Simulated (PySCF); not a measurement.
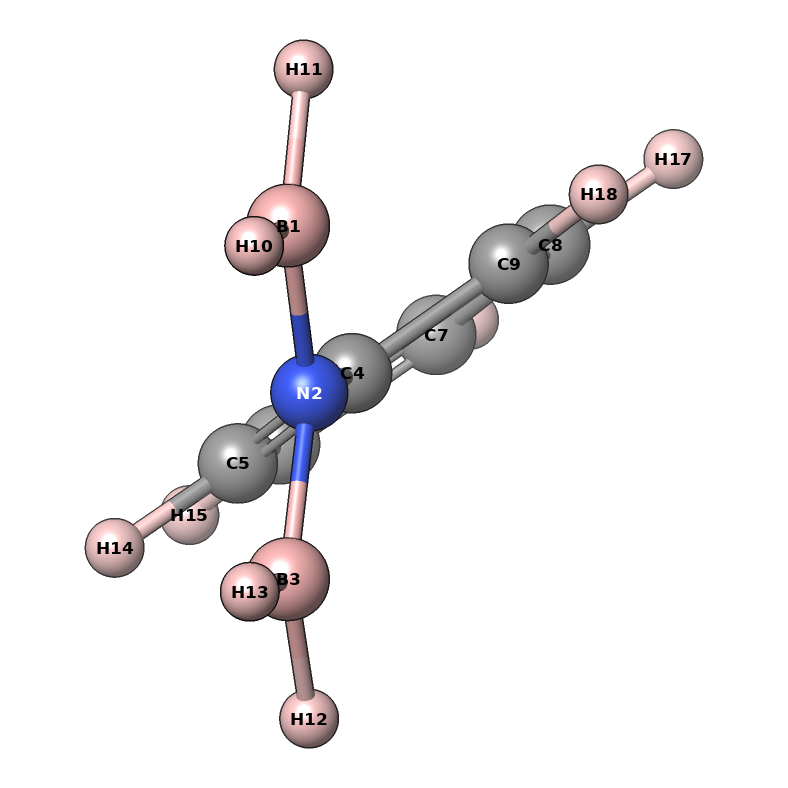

C4 lies behind N2. The molecule seen a little off the N2–C4 bond, N2 in front. Atoms fade into the background with distance from the viewer. Computed geometry: PBE0-D3(BJ)/def2-SVP optimisation. No frequency run is at hand to confirm it as a minimum.

What is the torsion angle B1–N2–C4–C5? The sign is positive where the front bond must turn clockwise to cover the back bond.

Answer. −127°, anticlinal.
